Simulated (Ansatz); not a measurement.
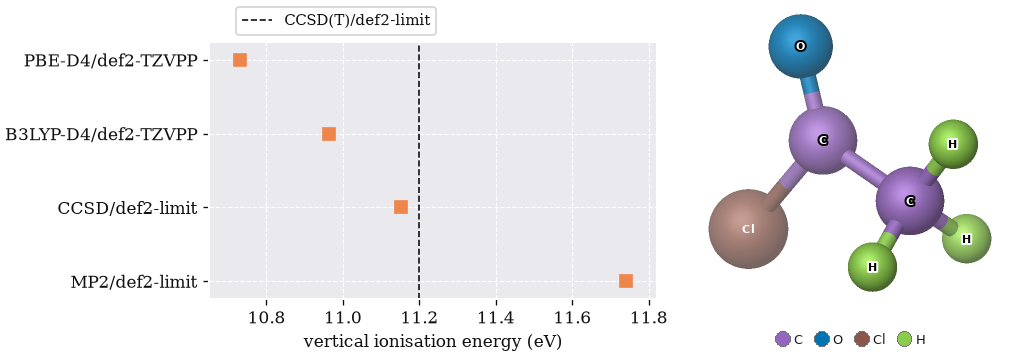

Vertical ionisation energy of C₂H₃ClO, SMILES CC(=O)Cl, taken as the energy of the cation less that of the neutral at fixed geometry (unrestricted doublet cation, cores frozen in correlated methods, no spin-orbit coupling), the Ansatz code, at a PBE0-D4/def2-TZVP geometry (a minimum by its frequencies). Limit means an estimate of the basis limit from triple and quadruple zeta; for coupled cluster it is either extrapolated directly or built as the MP2 limit plus the step from MP2 in triple zeta.

Q: What range do the values span, the line included?

A: From 10.73 eV (PBE-D4/def2-TZVPP) to 11.74 eV (MP2/def2-limit).

Q: Which level comes closest to the line (CCSD(T)/def2-limit), and which misses most?

A: Closest CCSD/def2-limit (11.15 eV), against 11.20 eV; farthest MP2/def2-limit (11.74 eV).
